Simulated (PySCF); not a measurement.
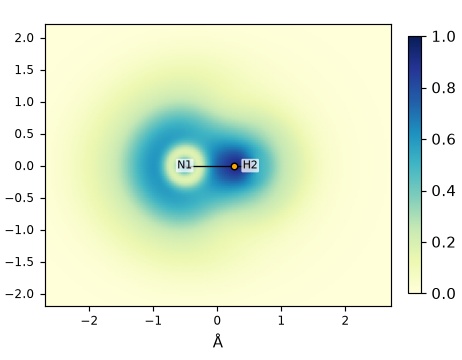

Figure 1: HN, triplet, SMILES `[NH]`. Localised orbital locator (LOL) in a plane that holds the bond, with bond paths and bond critical points (dots).

Level of theory: PBE0/def2-SVPD (PySCF), at a geometry from GFN2-xTB. No frequency check shows the geometry to be a minimum. The stability of the open-shell solution wasn't checked. GFN2-xTB doesn't know the spin state, so this open-shell geometry is rough.

Rank the bonds in the plane by LOL at their critical points.

N1–H2: about 0.91. Values above 0.5 mark slow, localised electrons, as in shared pairs; low values at a critical point mark a polar or closed-shell contact whose critical point lies between the shells.

Where along N1–H2 does the critical point lie?

0.78 Å from N1 and 0.25 Å from H2.
